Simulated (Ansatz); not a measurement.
## Electronic structure of C$_{2}$H$_{8}$Si in real space

```xyz
11

Si    0.1017   -0.0644    0.2144
H    -0.3796   -0.3290    1.6025
C     1.9835    0.0937    0.2150
H     2.4571   -0.8136    0.6063
H     2.3653    0.2599   -0.7990
H     2.3092    0.9359    0.8365
C    -0.7246    1.4976   -0.4515
H    -1.8155    1.3956   -0.4607
H    -0.4753    2.3695    0.1642
H    -0.4009    1.7093   -1.4772
H    -0.2998   -1.2347   -0.6208
```

These are results of Ansatz 0.2.0, RKS B3LYP-D4/6-31G*, not measurements.

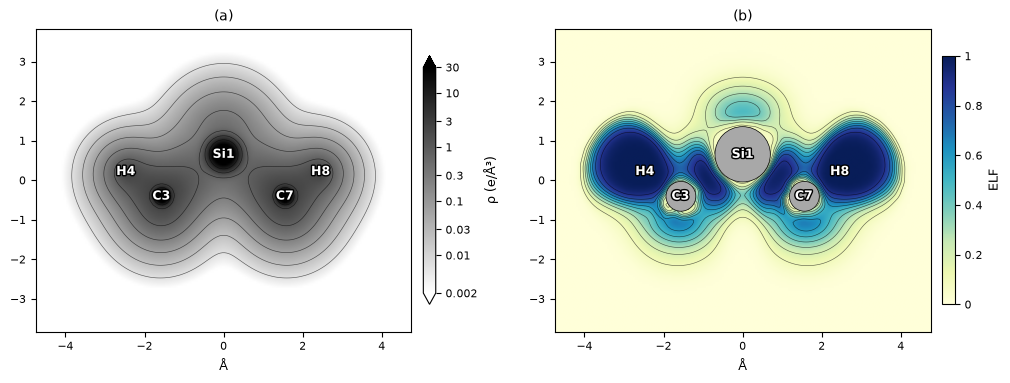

Figure 1. (a) electron density; (b) electron localisation function on the plane of atoms C3, Si1 and C7. Grey discs cover the atomic cores in the ELF map.

Describe what can be read from this map.

The section cuts through Si, C and H sites. C–Si (1.89 Å): ρ at the midpoint is about 0.94 e/Å³; the ELF peaks at about 0.95 between the atoms (a covalent bond). C–H (1.10 Å): the density is about 1.9 e/Å³ at the midpoint; the ELF climbs to about 1 towards the hydrogen, as it does in any bond to H: a covalent bond by its length.

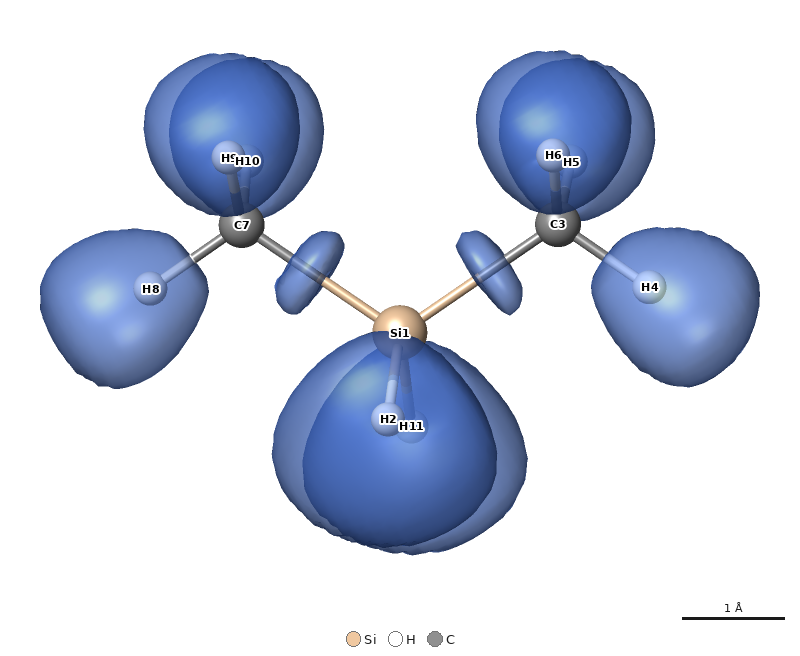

Figure 2. Isosurface of the electron localisation function at 0.9 (blue), seen across its widest extent. Only the valence region is drawn (cores and ρ < 0.01 e/Å³ removed).

Where are the electrons localised?

The ELF exceeds this value in two regions between bonded C–Si atoms (shared pairs) and eight regions around hydrogen nuclei.

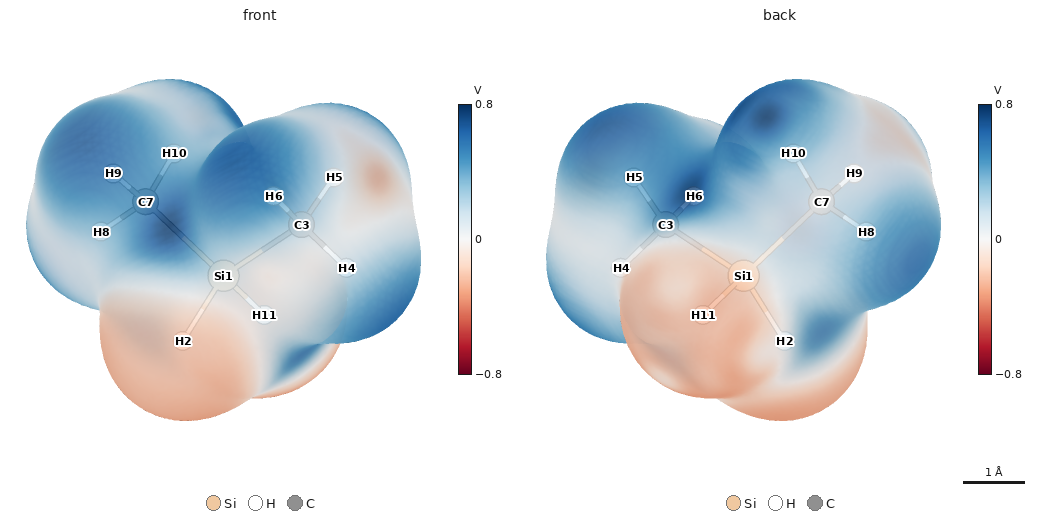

Figure 3. The molecular electrostatic potential painted on the density surface at 0.002 e/bohr³, seen from the front and from behind; the colour scale runs from red (negative) to blue (positive).

Where is the surface potential most negative and most positive?

The most negative region (about −0.3 V) lies over H2 and H11, the most positive (about +0.7 V) over Si1 and H10.

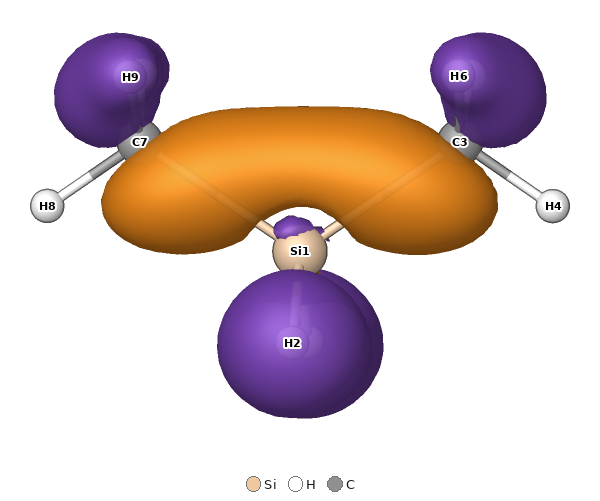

Figure 4. The HOMO−1 at ±0.15 Å⁻³ᐟ² (orange and purple are the two phases), seen across its widest extent.

Where does this orbital lie, and at what energy?

It lies mainly on Si1 (about 30 %), C3 (about 15 %), C7 (about 15 %), H2 (about 10 %) and H11 (about 10 %). Its energy is −8.55 eV.
